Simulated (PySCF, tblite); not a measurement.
# C3HF5OS: dynamics, then NMR shifts on frames, part 2 of 2

tblite 0.8.0 and PySCF 2.14.0. Atoms count from 0. Earlier steps stand in the parts before.

## (5) NMR shieldings: 625 fs, PBE0/pcSseg-1

What the job is given:

```
{"job": {"kind": "nmr", "xc": "PBE0", "basis": "pcSseg-1", "pop": false}, "charge": 0, "multiplicity": 1}
F      2.485600    -1.229200     0.557600
C      2.081700    -1.096200    -0.652300
F      2.982900    -0.506300    -1.329500
O      0.860500    -0.347000    -0.679300
C     -0.210200    -1.168500    -0.586100
S     -0.180600    -2.783200    -0.307900
C     -1.507000    -0.395800    -0.365400
F     -2.515600    -1.226400    -0.664500
F     -1.618000    -0.008000     0.888400
F     -1.714800     0.705400    -1.206100
H      1.784700    -2.065400    -1.146900
```

Level: GIAO PBE0/pcSseg-1 NMR shielding, non-relativistic, gas phase.

What it wrote:

```text
coarse grid: 12024 points
cycle   1  E = -1086.2462593675  dE =  2.046e+00  |g| = 1.240e+00  |ddm| = 3.175e+00
cycle   2  E = -1085.7026188665  dE =  5.436e-01  |g| = 2.143e+00  |ddm| = 2.103e+00
cycle   3  E = -1086.4969109566  dE = -7.943e-01  |g| = 3.318e-01  |ddm| = 1.628e+00
cycle   4  E = -1086.5187049485  dE = -2.179e-02  |g| = 1.429e-01  |ddm| = 4.189e-01
cycle   5  E = -1086.5234030278  dE = -4.698e-03  |g| = 4.261e-02  |ddm| = 1.488e-01
cycle   6  E = -1086.5237300685  dE = -3.270e-04  |g| = 7.536e-03  |ddm| = 2.981e-02
cycle   7  E = -1086.5237377225  dE = -7.654e-06  |g| = 2.455e-03  |ddm| = 5.411e-03
final grid: 119976 points
cycle   8  E = -1086.6253774858  dE = -3.438e-05  |g| = 1.376e-02  |ddm| = 3.220e-02
cycle   9  E = -1086.6253034827  dE =  7.400e-05  |g| = 2.290e-02  |ddm| = 2.730e-02
cycle  10  E = -1086.6254134565  dE = -1.100e-04  |g| = 3.020e-03  |ddm| = 1.934e-02
cycle  11  E = -1086.6254154418  dE = -1.985e-06  |g| = 8.321e-04  |ddm| = 3.066e-03
cycle  12  E = -1086.6254155911  dE = -1.493e-07  |g| = 2.038e-04  |ddm| = 8.753e-04
cycle  13  E = -1086.6254156003  dE = -9.200e-09  |g| = 3.916e-05  |ddm| = 1.917e-04
cycle  14  E = -1086.6254156005  dE = -2.583e-10  |g| = 1.361e-05  |ddm| = 3.536e-05
converged SCF energy = -1086.6254156005

GIAO shielding tensors (ppm)
atom      isotropic    diamagn.    paramagn.     s11        s22        s33       span
  0 F      298.477     469.587    -171.110    222.751    318.778    353.903    131.151
  1 C       68.320     230.406    -162.086     54.841     73.688     76.430     21.589
  2 F      308.454     465.914    -157.460    235.017    325.407    364.940    129.923
  3 O      -20.037     405.130    -425.166   -237.855    -55.693    233.438    471.294
  4 C      -30.150     254.886    -285.037   -211.819     52.881     68.487    280.306
  5 S     -160.677    1055.251   -1215.928  -1027.935   -173.854    719.759   1747.694
  6 C       59.634     237.539    -177.905     41.366     56.233     81.304     39.938
  7 F      232.383     468.153    -235.770    160.402    223.445    313.300    152.898
  8 F      238.964     473.499    -234.535    174.926    228.405    313.563    138.637
  9 F      243.222     473.812    -230.590    139.078    209.923    380.667    241.589
 10 H       22.583      25.878      -3.295     16.808     22.469     28.473     11.665
```

Wall time 20 s (1 thread of Arm Neoverse V1, shared host); peak memory 0.83 GiB.

This run: δ C4 217.1, C6 127.3, C1 118.6, F7 -61.4, H10 9.13 ppm.

## (6) NMR shieldings: 800 fs, PBE0/pcSseg-1

What the job is given:

```
{"job": {"kind": "nmr", "xc": "PBE0", "basis": "pcSseg-1", "pop": false}, "charge": 0, "multiplicity": 1}
F      1.929400    -0.220000     0.260700
C      1.871200    -0.818500    -0.928700
F      2.806600    -0.335800    -1.749700
O      0.585900    -0.519800    -1.335700
C     -0.483900    -1.179000    -0.783200
S     -0.320900    -2.723300    -0.368900
C     -1.691800    -0.180700    -0.729100
F     -2.802200    -0.703800    -1.256700
F     -1.774900     0.055700     0.591300
F     -1.568900     0.898500    -1.374300
H      2.161700    -1.876400    -0.756700
```

With the program's defaults for keys left out, this is: GIAO PBE0/pcSseg-1 NMR shielding, non-relativistic, gas phase.

What it wrote:

```text
coarse grid: 12024 points
cycle   1  E = -1086.2442668042  dE =  2.052e+00  |g| = 1.239e+00  |ddm| = 3.172e+00
cycle   2  E = -1085.7720992853  dE =  4.722e-01  |g| = 2.055e+00  |ddm| = 1.900e+00
cycle   3  E = -1086.4926349213  dE = -7.205e-01  |g| = 3.190e-01  |ddm| = 1.472e+00
cycle   4  E = -1086.5140141574  dE = -2.138e-02  |g| = 1.251e-01  |ddm| = 4.029e-01
cycle   5  E = -1086.5177389246  dE = -3.725e-03  |g| = 2.864e-02  |ddm| = 1.299e-01
cycle   6  E = -1086.5178880168  dE = -1.491e-04  |g| = 7.988e-03  |ddm| = 2.313e-02
cycle   7  E = -1086.5178978487  dE = -9.832e-06  |g| = 2.124e-03  |ddm| = 5.155e-03
final grid: 119976 points
cycle   8  E = -1086.6204545198  dE = -3.708e-05  |g| = 1.276e-02  |ddm| = 2.349e-02
cycle   9  E = -1086.6203934932  dE =  6.103e-05  |g| = 2.087e-02  |ddm| = 2.419e-02
cycle  10  E = -1086.6204846509  dE = -9.116e-05  |g| = 2.992e-03  |ddm| = 1.754e-02
cycle  11  E = -1086.6204866630  dE = -2.012e-06  |g| = 6.553e-04  |ddm| = 2.976e-03
cycle  12  E = -1086.6204867511  dE = -8.809e-08  |g| = 2.033e-04  |ddm| = 7.191e-04
cycle  13  E = -1086.6204867597  dE = -8.598e-09  |g| = 5.270e-05  |ddm| = 1.799e-04
cycle  14  E = -1086.6204867601  dE = -3.872e-10  |g| = 1.267e-05  |ddm| = 3.293e-05
converged SCF energy = -1086.6204867601

GIAO shielding tensors (ppm)
atom      isotropic    diamagn.    paramagn.     s11        s22        s33       span
  0 F      257.713     477.297    -219.584    154.312    283.506    335.323    181.011
  1 C       62.967     232.786    -169.818     46.195     67.252     75.454     29.258
  2 F      293.943     467.364    -173.421    196.664    332.651    352.513    155.850
  3 O        5.453     404.852    -399.399   -221.851     33.871    204.338    426.189
  4 C      -24.781     255.994    -280.775   -214.947     65.334     75.270    290.217
  5 S      -44.879    1055.481   -1100.360   -710.015   -167.213    742.591   1452.606
  6 C       65.784     238.195    -172.411     48.046     64.087     85.220     37.174
  7 F      246.929     467.244    -220.315    170.386    226.442    343.959    173.573
  8 F      239.815     475.119    -235.305    162.020    226.265    331.159    169.139
  9 F      281.877     471.311    -189.434    236.846    284.406    324.378     87.532
 10 H       23.719      26.940      -3.221     19.371     24.242     27.543      8.172
```

Wall time 20 s (1 thread of Arm Neoverse V1, shared host); peak memory 0.83 GiB.

In short: δ C4 211.7, C1 124.0, C6 121.1, F8 -68.9, H10 8.00 ppm.

## (7) Nuclear shieldings: 1000 fs, PBE0/pcSseg-1

What the job is given:

```
{"job": {"kind": "nmr", "xc": "PBE0", "basis": "pcSseg-1", "pop": false}, "charge": 0, "multiplicity": 1}
F      2.406800    -0.510500    -0.155700
C      1.601500    -0.530000    -1.235900
F      2.107700     0.414000    -2.116000
O      0.252100    -0.200800    -1.005700
C     -0.674500    -1.125400    -0.999100
S     -0.581900    -2.682400    -1.347500
C     -1.799800    -0.291300    -0.673500
F     -2.946600    -0.772600    -0.321600
F     -1.560300     0.440300     0.427100
F     -1.932700     0.627800    -1.734600
H      1.571500    -1.603600    -1.684100
```

Level: GIAO PBE0/pcSseg-1 NMR shielding, non-relativistic, gas phase.

What it wrote:

```text
coarse grid: 12024 points
cycle   1  E = -1086.2292181689  dE =  2.038e+00  |g| = 1.247e+00  |ddm| = 3.186e+00
cycle   2  E = -1085.7445831631  dE =  4.846e-01  |g| = 2.109e+00  |ddm| = 2.063e+00
cycle   3  E = -1086.4894673027  dE = -7.449e-01  |g| = 2.802e-01  |ddm| = 1.548e+00
cycle   4  E = -1086.5035563446  dE = -1.409e-02  |g| = 1.335e-01  |ddm| = 3.745e-01
cycle   5  E = -1086.5076613770  dE = -4.105e-03  |g| = 2.477e-02  |ddm| = 1.373e-01
cycle   6  E = -1086.5077690228  dE = -1.076e-04  |g| = 6.889e-03  |ddm| = 2.125e-02
cycle   7  E = -1086.5077760340  dE = -7.011e-06  |g| = 2.061e-03  |ddm| = 4.642e-03
final grid: 119976 points
cycle   8  E = -1086.6112516942  dE = -4.703e-05  |g| = 1.260e-02  |ddm| = 2.504e-02
cycle   9  E = -1086.6112060968  dE =  4.560e-05  |g| = 1.963e-02  |ddm| = 2.330e-02
cycle  10  E = -1086.6112803263  dE = -7.423e-05  |g| = 2.387e-03  |ddm| = 1.619e-02
cycle  11  E = -1086.6112815043  dE = -1.178e-06  |g| = 7.710e-04  |ddm| = 2.774e-03
cycle  12  E = -1086.6112816287  dE = -1.244e-07  |g| = 2.303e-04  |ddm| = 8.502e-04
cycle  13  E = -1086.6112816403  dE = -1.166e-08  |g| = 5.218e-05  |ddm| = 2.217e-04
cycle  14  E = -1086.6112816408  dE = -4.370e-10  |g| = 1.730e-05  |ddm| = 3.965e-05
converged SCF energy = -1086.6112816408

GIAO shielding tensors (ppm)
atom      isotropic    diamagn.    paramagn.     s11        s22        s33       span
  0 F      263.667     470.911    -207.244    166.082    285.921    338.998    172.916
  1 C       58.947     229.501    -170.554     39.998     56.093     80.750     40.752
  2 F      262.734     469.022    -206.288    145.283    274.210    368.708    223.425
  3 O       16.243     409.387    -393.144   -170.050    -22.758    241.537    411.586
  4 C       -9.327     254.357    -263.684   -182.100     66.074     88.045    270.145
  5 S       58.163    1054.478    -996.315   -670.089    -24.498    869.077   1539.165
  6 C       63.814     239.963    -176.149     44.206     62.305     84.930     40.725
  7 F      268.630     466.946    -198.316    208.136    280.211    317.544    109.408
  8 F      222.134     477.660    -255.526    122.626    210.777    333.000    210.374
  9 F      203.214     475.242    -272.028     87.381    161.274    360.987    273.606
 10 H       22.060      24.308      -2.248     17.042     22.407     26.731      9.690
```

Run time: 21 s. Hardware: 1 thread of Arm Neoverse V1, shared host; peak memory 0.83 GiB.

In short: δ C4 196.3, C1 128.0, C6 123.1, F9 -32.3, H10 9.66 ppm.

## (8) Side by side: NMR shifts

Shifts (ppm) of some atoms, chosen among heavy atoms and hydrogens apart, with basis size and wall time:

```
  frame   H10      F9     F7      F8     O3   S5  functions  time
 250 fs  8.03   -36.3  -93.8  -101.0  313.2  571        182  21 s
 425 fs  8.34   -46.1  -44.2   -69.1  287.8  513        182  20 s
 625 fs  9.13   -72.3  -61.4   -68.0  356.1  664        182  20 s
 800 fs  8.00  -110.9  -76.0   -68.9  330.6  549        182  20 s
1000 fs  9.66   -32.3  -97.7   -51.2  319.8  446        182  21 s
```

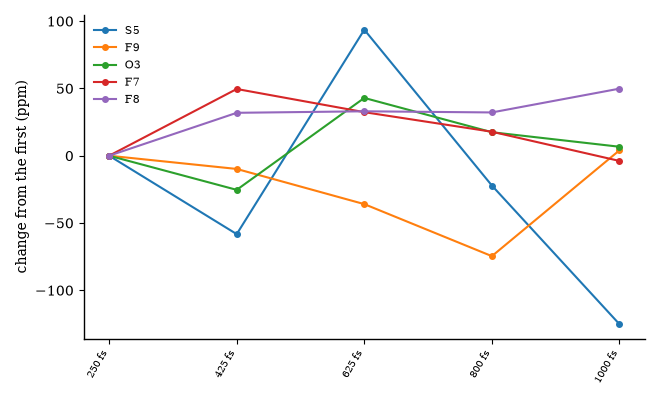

How five of the tabulated atoms move from run to run.

## (9) Results

This closing draws on all 2 parts.

```
                                        quantity                                    value
                                      thermostat                                    600 K
                   mean temperature, second half                                    599 K
         mean potential energy above the minimum                                  0.67 eV
  ¹³C shifts against TMS (PBE0/pcSseg-1, 250 fs)                  211.3, 123.4, 120.0 ppm
   ¹H shifts against TMS (PBE0/pcSseg-1, 250 fs)                                 8.03 ppm
¹⁹F shifts against CFCl3 (PBE0/pcSseg-1, 250 fs)  -36.3, -91.1, -93.8, -101.0, -106.3 ppm
  ¹⁷O shifts against H2O (PBE0/pcSseg-1, 250 fs)                                313.2 ppm
  ³³S shifts against CS2 (PBE0/pcSseg-1, 250 fs)                                  571 ppm
                        range of the shift of S5                           446 to 664 ppm
```

In words: In the second half the potential energy averages 0.67 eV above the minimum; equipartition over 27 harmonic modes at 600 K would give 0.70 eV. With 11 atoms the temperature swings widely (330 to 854 K). Shifts at one fixed geometry are not the observed spectrum, which averages over the motion. In the first frame run (250 fs): The largest span, 1671 ppm, is at S5, where the paramagnetic term is -1122 ppm. Across the 5 runs the shift of S5 moves most, between 446 (1000 fs) and 664 ppm (625 fs).
